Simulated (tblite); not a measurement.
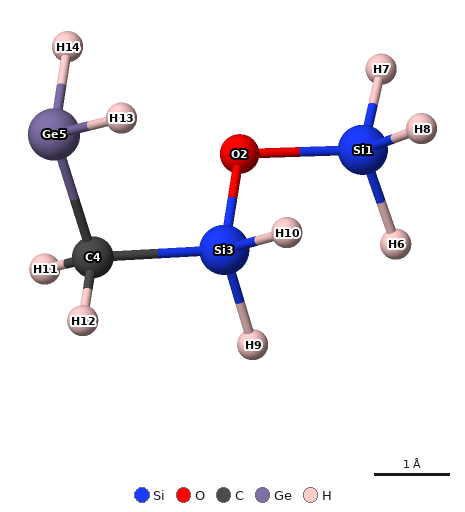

This is the input geometry for a relaxation of CH9GeOSi2 (multiplicity 2). Style: ball-and-stick. Shown at a tilt.

Method: GFN2-xTB geometry optimisation, gas phase in tblite.

```xyz
14

Si   -2.4178    0.6491    0.0743
O    -0.9367    0.1608    0.7570
Si   -0.0278   -0.5685   -0.5102
C     1.6401   -1.0713    0.1141
Ge    2.6122    0.4889    0.7420
H    -3.1554   -0.5107   -0.4684
H    -3.2539    1.2762    1.1152
H    -2.1874    1.6482   -0.9833
H    -0.7340   -1.7625   -1.0087
H     0.1464    0.3942   -1.6093
H     1.5121   -1.7904    0.9640
H     2.2059   -1.5731   -0.6915
H     2.7739    1.4842   -0.4345
H     1.8217    1.1744    1.8723
```

Question: Where does the relaxation end?

Answer: The energy falls by 18.0 kcal/mol in 166 geometry steps. The atom that moves furthest after the best rigid fit is H7 (1.79 Å). Largest moves by element: H 1.79 Å, O 1.45 Å, Si 0.69 Å, Ge 0.65 Å, C 0.37 Å. Some distances before and after: Si1–Si3 2.745 → 3.154 Å, O2–Si3 1.722 → 1.616 Å, Si1–O2 1.702 → 1.622 Å, C4–Ge5 1.943 → 2.008 Å. Bond angles that change, for instance: Si1–O2–Si3 106.6° → 153.8°, H13–Ge5–H14 109.0° → 99.1°, O2–Si1–H6 110.9° → 103.3°. Groups turn about O2–Si3 by about 150°, Si1–O2 by about 130°.

Step by step:

```
step  E − E(0), kcal/mol
   0                0.00
   1               -4.02
   2               -6.73
   3               -7.78
   4               -9.19
   5               -9.55
   6              -10.28
   7              -10.50
   8              -10.81
   9              -11.10
  10              -11.57
  18              -14.42
  26              -15.60
  35              -16.20
  43              -16.50
  51              -16.67
  59              -16.89
  67              -17.11
  76              -17.43
  84              -17.56
  92              -17.62
 100              -17.64
 109              -17.73
 117              -17.86
 125              -17.87
 133              -17.90
 141              -17.93
 150              -17.94
 158              -17.97
 166              -17.98
```

Final geometry:

```xyz
14

Si   -2.1542    0.7133    0.3491
O    -1.2413   -0.2220   -0.6119
Si    0.1562   -0.8650   -1.1068
C     1.3654   -1.0164    0.3491
Ge    2.0624    0.7780    0.9209
H    -3.5172    0.3168    0.0057
H    -1.8224    0.4056    1.7419
H    -1.8667    2.1090    0.0250
H    -0.2165   -2.2015   -1.5776
H     0.6842   -0.0101   -2.1686
H     0.8790   -1.4961    1.1976
H     2.2126   -1.6395    0.0675
H     2.6384    1.4225   -0.3864
H     0.8194    1.7052    1.1274
```

After the run, drawn alike:

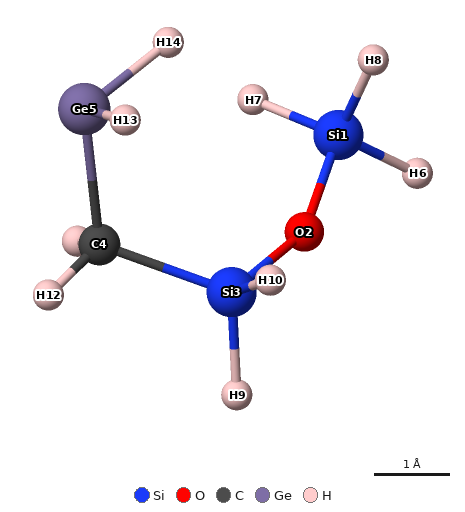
